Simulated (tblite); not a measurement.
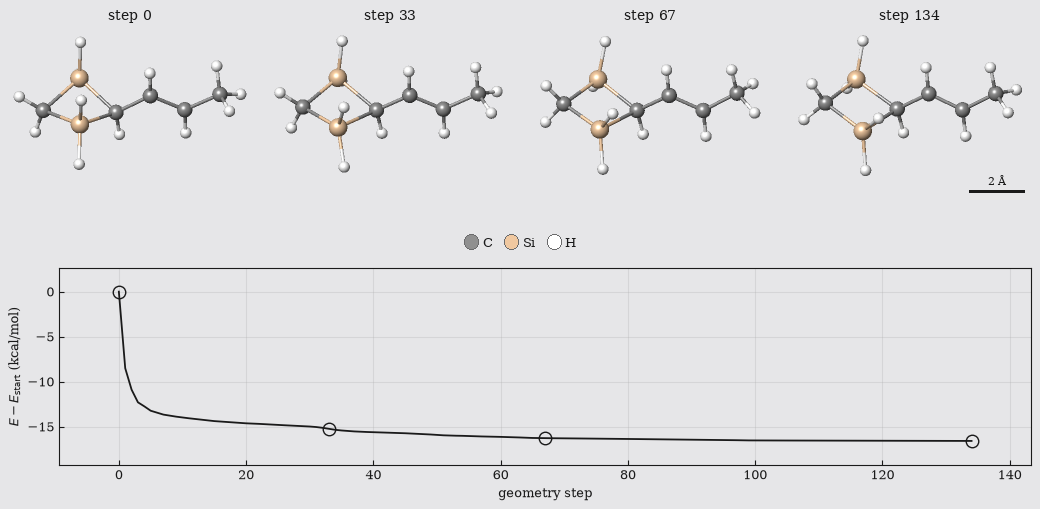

Frames of a relaxation of C5H12Si2 (charge +1, multiplicity 2), marked on the history of the run. The picture is a ball-and-stick view, seen from a free direction.

Theory: GFN2-xTB geometry optimisation, gas phase in tblite. 

> Describe the path.

An H atom moves most after the best rigid fit: 0.91 Å. By element the largest moves are H 0.91 Å, C 0.44 Å, Si 0.31 Å. Among the contacts that change: C–Si 1.932 → 2.161 Å, C–C 1.490 → 1.418 Å, C–C 1.435 → 1.365 Å, C–C 1.506 → 1.467 Å. Bond angles that change, for instance: Si–C–Si 85.4° → 96.8°, C–Si–H 112.9° → 102.6°, C–Si–H 113.2° → 121.3°. Groups turn about C–C by about 25°, C–C by about 20°. The energy falls by 16.6 kcal/mol in 134 geometry steps. From step 0 to 33: an H atom moves most (0.31 Å), energy −15.2 kcal/mol. From step 33 to 67: an H atom moves most (0.42 Å), energy −1.03 kcal/mol. From step 67 to 134: an H atom moves most (0.40 Å), energy −0.31 kcal/mol.
